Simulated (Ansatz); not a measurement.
# AlPH$_{5}$O$_{2}$F: geometry relaxation (part 2 of 2)

The same run, continued: AlPH$_{5}$O$_{2}$F; RHF/6-31G* (Ansatz 0.2.0). The input holds or restrains some coordinates. Forces given for the steps count only the free coordinates. It belongs to a series of runs on one base structure; here: pulled along the bonds that form and break, towards end A.

Geometry of the input (Å):
```
Al 0.0000  0.0000  0.0000
F  0.0000  0.0000  2.0400
O  1.5415  0.0000  -0.8900
H  1.8414  -0.9519  -1.0449
O  -1.5415  0.0000  -0.8900
H  -2.0512  -0.8467  -0.6815
P  0.1156  2.4456  0.8135
H  0.6761  2.4854  2.1176
H  0.9270  3.2022  -0.0729
H  0.0566  1.1978  1.9406
```

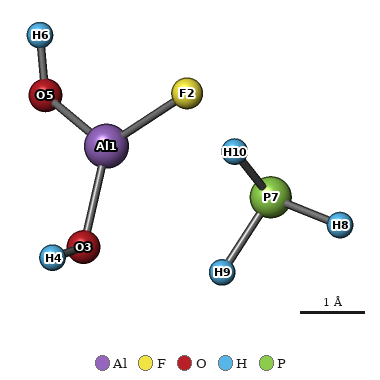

Fig. 1: The geometry at step 7 of the log (ball-and-stick view, seen at a tilt; atoms are numbered from 1 in the order of the input).

Log, continued
```
relax step  14: F+E_penalty+E_count = -22717.60490672 eV  Δ(F+E_penalty+E_count) = -9.487e-3 eV  max|allowed force component| = 7.927e-1 eV/Å  E_restraint = 0.01137722 eV  max|allowed force component, restraints' pulls added| = 7.234e-2 eV/Å  Δτ_max = 0.1500 Å  (30 SCF iters, accepted)
  distance Al 0 - P 6 = 3.4852 Å
  distance H 9 - F 1 = 2.1318 Å
  distance Al 0 - F 1 = 1.6667 Å
  distance H 9 - P 6 = 1.4129 Å
920 factors; integrals over basis functions are off by at most 8.2e-4 eV
mean field -22717.60490672 eV, -834.8565817761 hartree, gradient 2.5e-5 eV, S^2 0.000000; 1 other end points of the search recorded, 0 dependent functions left out
the calculation of the forces begins
reference -22717.60490672 eV, -834.8565817761 hartree; 29, 29 occupied and 64, 64 virtual orbitals, 920 factors
Total energy: -22717.60490672 eV, -834.8565817761 hartree
Atom 0 at     0.067478    -0.363086    -0.124638 Å, force    -0.035496    -0.234713     0.679196 eV/Å
Atom 1 at     0.046768    -0.678839     1.511791 Å, force     0.037171    -0.222375    -0.792716 eV/Å
Atom 2 at     1.511195    -0.434220    -0.977082 Å, force    -0.006979    -0.016654     0.007767 eV/Å
Atom 3 at     2.353942    -0.647160    -0.609426 Å, force     0.004225     0.008116     0.001723 eV/Å
Atom 4 at    -1.378801    -0.035505    -0.913091 Å, force     0.011193    -0.011522     0.025448 eV/Å
Atom 5 at    -2.236050    -0.046912    -0.517290 Å, force     0.028151     0.001285    -0.012950 eV/Å
Atom 6 at    -0.100749     2.780371     1.371106 Å, force     0.057239    -0.050733     0.123136 eV/Å
Atom 7 at     1.222489     2.990259     1.792173 Å, force    -0.058577    -0.009880    -0.026975 eV/Å
Atom 8 at     0.229643     2.540070     0.023692 Å, force    -0.027643    -0.016562     0.059758 eV/Å
Atom 9 at    -0.150415     1.427422     1.775164 Å, force    -0.009284     0.553038    -0.064389 eV/Å
Dipole moment:     0.136042    -0.135472     0.200330 e Å
```

Trajectory as extended XYZ (Å, eV, eV/Å), 14 frames, from step=1 to step=14
```
10
Properties=species:S:1:pos:R:3:forces:R:3 step=1 energy=-22712.51296
Al    0.0000    0.0000    0.0000    0.4246   3.6750  -0.4707
F     0.0000    0.0000    2.0400   -0.2444   1.4985  -1.4072
O     1.5415    0.0000   -0.8900   -0.8952  -4.0888   1.0430
H     1.8414   -0.9519   -1.0449   -0.4237   2.7304   0.0386
O    -1.5415    0.0000   -0.8900    0.3476  -3.6718   2.2616
H    -2.0512   -0.8467   -0.6815    0.9587   2.4851  -0.8975
P     0.1156    2.4456    0.8135   -2.1532   1.9150  -1.4375
H     0.6761    2.4854    2.1176    0.5850   0.4436  -0.1029
H     0.9270    3.2022   -0.0729    0.6559  -0.8667   0.9307
H     0.0566    1.1978    1.9406    0.7448  -4.1202   0.0419
10
Properties=species:S:1:pos:R:3:forces:R:3 step=2 energy=-22712.59164
Al   -0.0024   -0.1550    0.0132   -0.0024   3.1796   1.3643
F    -0.0102   -0.1288    1.9519   -0.0630  -1.0629  -2.8602
O     1.5260   -0.0336   -0.8736   -1.3254  -2.5268   1.1915
H     1.8457   -0.9395   -1.0503    0.0462   1.4321  -0.0944
O    -1.5304   -0.0298   -0.8675    1.0345  -2.4994   1.6995
H    -2.0536   -0.8351   -0.6897    0.1838   1.3449  -0.5292
P     0.0811    2.6188    0.8956   -3.2462   0.9463   0.4616
H     0.6929    2.4956    2.1344    1.1955   1.5641   0.8864
H     0.9413    3.1980   -0.0635    1.2780  -1.4249   0.6576
H     0.0752    1.3418    1.8817    0.8990  -0.9531  -2.7770
10
Properties=species:S:1:pos:R:3:forces:R:3 step=3 energy=-22713.72714
Al   -0.0061   -0.2590    0.0451   -0.0278   2.4614   1.4029
F    -0.0191   -0.2979    1.8556    0.0547  -1.2495  -3.2299
O     1.5051   -0.0549   -0.8557   -1.5618  -1.5878   1.3082
H     1.8481   -0.9287   -1.0513    0.3451   0.6302  -0.2155
O    -1.5121   -0.0535   -0.8489    1.4477  -1.6263   1.3753
H    -2.0559   -0.8253   -0.6932   -0.3643   0.5698  -0.3046
P     0.0381    2.7456    0.9690   -2.4451   1.1103   0.7143
H     0.7123    2.5270    2.1522    1.6799   2.2782   1.2011
H     0.9589    3.1697   -0.0537    0.6776  -1.7799   0.9539
H     0.0962    1.5096    1.8134    0.1941  -0.8065  -3.2056
10
Properties=species:S:1:pos:R:3:forces:R:3 step=4 energy=-22715.40360
Al   -0.0073   -0.3387    0.0656    0.0956   2.0449  -0.4087
F    -0.0230   -0.4514    1.7358    0.0424  -0.8787  -1.1008
O     1.4768   -0.0848   -0.8257   -1.2214  -1.1217   1.0627
H     1.8598   -0.9234   -1.0570    0.4352   0.2885  -0.2491
O    -1.4814   -0.0899   -0.8274    1.1349  -1.1675   0.9837
H    -2.0731   -0.8196   -0.6930   -0.5166   0.2933  -0.1862
P    -0.0173    2.8999    1.0672   -0.0653   0.1915   0.6061
H     0.7789    2.6465    2.1907    1.3174   2.4021   0.5239
H     0.9679    3.0891   -0.0134   -0.4595  -1.2175   1.3860
H     0.0843    1.6045    1.6894   -0.7627  -0.8350  -2.6178
10
Properties=species:S:1:pos:R:3:forces:R:3 step=5 energy=-22716.65813
Al   -0.0056   -0.3166    0.0545    0.1121   1.1101   0.0517
F    -0.0223   -0.5414    1.7080   -0.0026  -0.5525  -0.9965
O     1.4709   -0.1125   -0.8066   -0.7387  -0.6656   0.6686
H     1.8730   -0.9302   -1.0657    0.3655   0.1708  -0.1951
O    -1.4684   -0.1244   -0.8239    0.6711  -0.7636   0.6148
H    -2.0953   -0.8210   -0.6861   -0.4039   0.2436  -0.0975
P    -0.0242    2.9690    1.1445    0.9495  -1.1405   0.6056
H     0.8688    2.8153    2.2289    0.4512   1.5589  -0.1485
H     0.9524    3.0256    0.0539   -0.6710  -0.5062   1.1549
H     0.0162    1.5686    1.5249   -0.7330   0.5450  -1.6580
10
Properties=species:S:1:pos:R:3:forces:R:3 step=6 energy=-22717.24185
Al   -0.0022   -0.3026    0.0357    0.0763   0.3639   0.5130
F    -0.0271   -0.5981    1.6776   -0.0279  -0.3568  -0.9513
O     1.4726   -0.1380   -0.7918   -0.2686  -0.3938   0.3047
H     1.8995   -0.9338   -1.0749    0.2576   0.1628  -0.1296
O    -1.4559   -0.1677   -0.8318    0.1592  -0.5888   0.3158
H    -2.1301   -0.8129   -0.6609   -0.1728   0.3241  -0.0599
P    -0.0075    2.9794    1.2152    0.8349  -1.1379   0.2258
H     0.9642    2.9879    2.2540   -0.2273   0.3525  -0.4226
H     0.9357    2.9864    0.1292   -0.4960  -0.1205   0.6436
H    -0.0839    1.5317    1.3802   -0.1354   1.3945  -0.4396
10
Properties=species:S:1:pos:R:3:forces:R:3 step=7 energy=-22717.38863
Al    0.0289   -0.3050   -0.0086    0.0812   0.0171   0.5531
F    -0.0267   -0.6029    1.6286    0.0200  -0.3179  -0.7974
O     1.5104   -0.1819   -0.8157   -0.1827  -0.2485   0.1745
H     1.9892   -0.9588   -1.0643    0.1634   0.1482  -0.0682
O    -1.4270   -0.1925   -0.8592   -0.0902  -0.4319   0.2250
H    -2.1866   -0.6649   -0.5389    0.0376   0.3212  -0.1136
P    -0.0353    2.9473    1.2346    0.3620  -0.5261   0.1323
H     0.9558    3.0233    2.2356   -0.1380   0.0970  -0.1755
H     0.8793    2.9447    0.1552   -0.2012  -0.0290   0.1886
H    -0.1224    1.5232    1.3651   -0.0521   0.9698  -0.1186
10
Properties=species:S:1:pos:R:3:forces:R:3 step=8 energy=-22717.46629
Al    0.0297   -0.3329   -0.0491    0.0194  -0.1406   0.6833
F    -0.0432   -0.6343    1.5861    0.0662  -0.3042  -0.7283
O     1.5083   -0.1827   -0.8378   -0.0326  -0.2402  -0.0052
H     2.1252   -0.8876   -0.9671    0.0486   0.1736   0.0126
O    -1.4321   -0.2332   -0.8786   -0.1708  -0.1748   0.1262
H    -2.2426   -0.4909   -0.4577    0.1085   0.1662  -0.1386
P    -0.0435    2.9002    1.2450    0.0868  -0.1709   0.0974
H     0.9979    3.0199    2.1797   -0.0471   0.0135  -0.0656
H     0.7981    2.8817    0.1194   -0.0588  -0.0146   0.0284
H    -0.1323    1.4922    1.3926   -0.0200   0.6920  -0.0104
10
Properties=species:S:1:pos:R:3:forces:R:3 step=9 energy=-22717.51854
Al    0.0240   -0.3496   -0.0852   -0.0195  -0.2754   0.7223
F    -0.0319   -0.6707    1.5472    0.0772  -0.2656  -0.7067
O     1.4892   -0.2193   -0.8904    0.1284  -0.2575  -0.0856
H     2.2316   -0.8028   -0.8205   -0.0998   0.2256   0.0420
O    -1.4470   -0.2279   -0.8908   -0.1453  -0.0064   0.0931
H    -2.2689   -0.3534   -0.4351    0.1061   0.0698  -0.1332
P    -0.0545    2.8587    1.2682    0.0221  -0.0476   0.0855
H     1.0593    3.0222    2.1055   -0.0217  -0.0071  -0.0445
H     0.6854    2.8154    0.0753   -0.0286  -0.0088   0.0074
H    -0.1217    1.4598    1.4584   -0.0189   0.5730   0.0196
10
Properties=species:S:1:pos:R:3:forces:R:3 step=10 energy=-22717.56227
Al    0.0385   -0.3819   -0.1063   -0.0693  -0.1600   0.7276
F     0.0086   -0.7123    1.5254    0.0674  -0.2748  -0.7411
O     1.4949   -0.2691   -0.9303    0.1148  -0.2643  -0.0337
H     2.2856   -0.7326   -0.6952   -0.0445   0.1687  -0.0127
O    -1.4320   -0.1732   -0.8924    0.1140   0.0427  -0.0270
H    -2.2562   -0.1629   -0.4345   -0.1311  -0.0083   0.0041
P    -0.0877    2.8061    1.2925    0.0834  -0.0501   0.0623
H     1.1089    3.0269    1.9948   -0.0633  -0.0159  -0.0607
H     0.5201    2.7139    0.0267   -0.0456   0.0040   0.0639
H    -0.1153    1.4175    1.5516   -0.0258   0.5582   0.0174
10
Properties=species:S:1:pos:R:3:forces:R:3 step=11 energy=-22717.40364 accepted=F
Al    0.0680   -0.3725   -0.1441   -0.0191  -0.4605   0.6411
F     0.0646   -0.7290    1.4832    0.0889  -0.1222  -0.7272
O     1.5099   -0.3982   -1.0138    2.4545  -0.9397   1.3434
H     2.3603   -0.7133   -0.5809   -2.4532   0.9550  -1.2869
O    -1.4071   -0.1353   -0.9103   -2.3995   0.5963   1.2962
H    -2.2651    0.0144   -0.4199    2.3778  -0.4793  -1.3546
P    -0.1298    2.7761    1.3433    0.5181   0.0414  -0.0389
H     1.1492    3.0534    1.9043   -0.4687  -0.1609  -0.2187
H     0.3411    2.6382    0.0094   -0.1272   0.0088   0.3515
H    -0.1255    1.3985    1.6611    0.0284   0.5610  -0.0060
10
Properties=species:S:1:pos:R:3:forces:R:3 step=12 energy=-22717.58383
Al    0.0539   -0.3803   -0.1116   -0.0145  -0.1839   0.6369
F     0.0364   -0.7084    1.5208    0.0597  -0.2558  -0.7521
O     1.5015   -0.3355   -0.9620    0.0376  -0.1942   0.0403
H     2.3102   -0.7336   -0.6762   -0.0468   0.1247  -0.0165
O    -1.4115   -0.1206   -0.8921    0.0525   0.0310   0.0296
H    -2.2456   -0.1034   -0.4502   -0.0376  -0.0055  -0.0212
P    -0.1091    2.7954    1.3123    0.0592  -0.0586   0.0932
H     1.1184    3.0403    1.9492   -0.0532  -0.0118  -0.0526
H     0.4375    2.6623    0.0227   -0.0303  -0.0021   0.0490
H    -0.1262    1.4162    1.6195   -0.0265   0.5562  -0.0066
10
Properties=species:S:1:pos:R:3:forces:R:3 step=13 energy=-22717.59542
Al    0.0642   -0.3766   -0.1181    0.0079  -0.2867   0.5739
F     0.0610   -0.7094    1.5135    0.0489  -0.2057  -0.7511
O     1.4970   -0.4253   -0.9962    0.6604  -0.2731   0.3634
H     2.3411   -0.7046   -0.6394   -0.6980   0.2658  -0.2978
O    -1.3941   -0.0650   -0.8912   -0.0309   0.0319   0.0648
H    -2.2405   -0.0516   -0.4710    0.0577  -0.0042  -0.0400
P    -0.1271    2.7837    1.3380    0.1061  -0.0904   0.0515
H     1.1341    3.0527    1.8961   -0.0789  -0.0305  -0.0233
H     0.3548    2.6176    0.0253   -0.0546   0.0154   0.0517
H    -0.1250    1.4108    1.6755   -0.0186   0.5775   0.0071
10
Properties=species:S:1:pos:R:3:forces:R:3 step=14 energy=-22717.60491
Al    0.0675   -0.3631   -0.1246   -0.0355  -0.2347   0.6792
F     0.0468   -0.6788    1.5118    0.0372  -0.2224  -0.7927
O     1.5112   -0.4342   -0.9771   -0.0070  -0.0167   0.0078
H     2.3539   -0.6472   -0.6094    0.0042   0.0081   0.0017
O    -1.3788   -0.0355   -0.9131    0.0112  -0.0115   0.0254
H    -2.2361   -0.0469   -0.5173    0.0282   0.0013  -0.0129
P    -0.1007    2.7804    1.3711    0.0572  -0.0507   0.1231
H     1.2225    2.9903    1.7922   -0.0586  -0.0099  -0.0270
H     0.2296    2.5401    0.0237   -0.0276  -0.0166   0.0598
H    -0.1504    1.4274    1.7752   -0.0093   0.5530  -0.0644
```

Summary

| quantity | value |
| --- | --- |
| outcome | converged under the restraints of the input |
| total energy | −22717.6049 eV |
| mean-field energy | −22717.6049 eV |
| largest force (length of the vector) at the end, held atoms and coordinates included | 0.824 eV/Å |
| hardware | 1 thread of Arm Neoverse V2, 24 GiB of memory available, shared host |
| wall time | 35 s |
| peak memory | 0.17 GiB |
